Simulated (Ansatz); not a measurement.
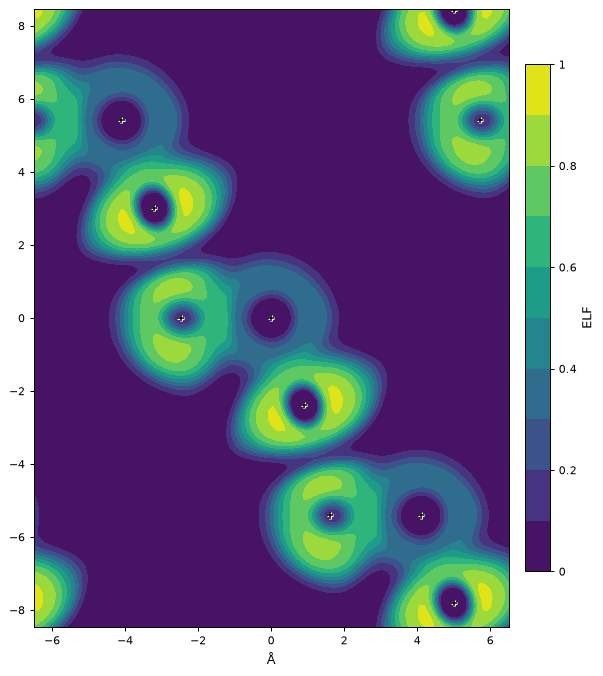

The electron localisation function on a plane through atoms (crosses mark nuclei in the plane).

All numbers below come from Ansatz, DFT PBE, scalar-relativistic, plane waves, PAW.

Candidates:
A. SbSeBr₃, a = 9.37 Å, b = 9.37 Å, c = 12.31 Å, α = 90.00°, β = 90.00°, γ = 120.00°. Space group R3m; a structure generated by program, which may or may not match a known phase.
B. GeB₂I₃, a = 6.95 Å, b = 6.95 Å, c = 3.81 Å, α = 90.00°, β = 90.00°, γ = 120.00°. Space group P6mm; a structure generated by program, which may or may not match a known phase; computed without spin polarisation.
C. MgSi₄N, a = 4.25 Å, b = 4.25 Å, c = 5.58 Å, α = 90.00°, β = 90.00°, γ = 120.00°. Space group P6/mmm; a structure generated by program, which may or may not match a known phase; computed without spin polarisation.

**Which candidate gave the map?**

Candidate A: SbSeBr₃ on the (110) plane of the conventional cell, which holds Sb, Se and Br. Sb–Se (2.48 Å): the ELF is about 0.65 at the midpoint. Sb–Br (2.56 Å): the ELF is about 0.60 at the midpoint.
